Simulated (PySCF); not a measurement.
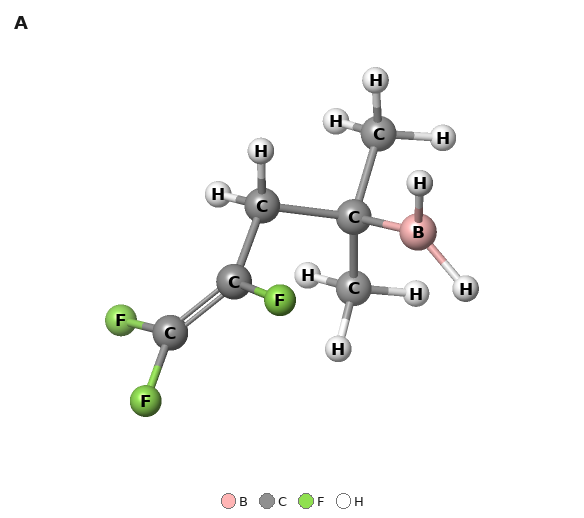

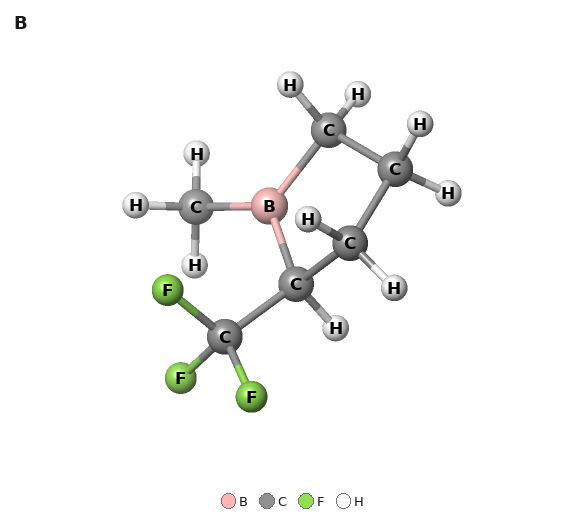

2 stationary structures of one formula. Geometries: GFN2-xTB. Electronic energies: PBE0/pcSseg-1 (PySCF 2.14.0), without zero-point energy. No frequency run is at hand to confirm each as a minimum. Each is one conformer, not always the lowest.

### Are they conformers, stereoisomers or constitutional isomers?

They are constitutional isomers of C6H10BF3: A `BC(C)(C)CC(F)=C(F)F`, B `CB1CCC[C@H]1C(F)(F)F`.

### Which is lowest in energy, and by how much?

B is lowest; A lies 288.2 kJ/mol above it.

The geometry is semi-empirical. Around B such bond lengths and angles can be off by a tenth of an ångström or more and by several degrees, and values that hang on the shape move with them.
